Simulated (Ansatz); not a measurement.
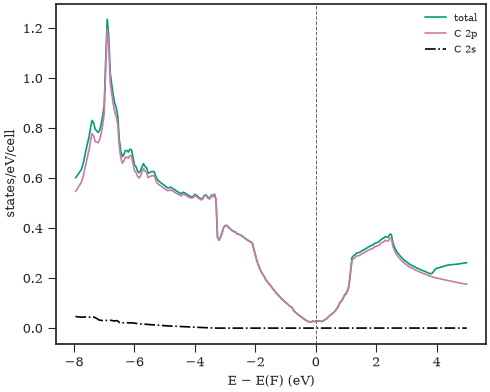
*Total and projected density of states of C in space group P6/mmm (No. 191; C on 2c), DFT-r²SCAN+D4 in the program Ansatz with PAW potentials*

Q: Which orbitals carry the states next to the Fermi level?

A: Within 0.5 eV of the Fermi level: C 2p 99 %. Projections are on Löwdin-orthogonalised atomic valence shells; empty p or d shells of many metals are not among them.

Q: Where is the tallest occupied peak in this window, and what makes it?

A: Near -6.9 eV, about 1.2 states/eV per cell; the largest projected share is C 2p.

The workflow started from a Materials Project entry (that database holds measured and hypothetical structures alike); the Crystallography Open Database copy checked does not list it. It is not the phase usual at ambient conditions (space group No. 194, 227). The r²SCAN+D4 relaxation kept the symmetry of its start. At this level the phase is mechanically unstable.

Potentials: the later of the program's two PAW sets.
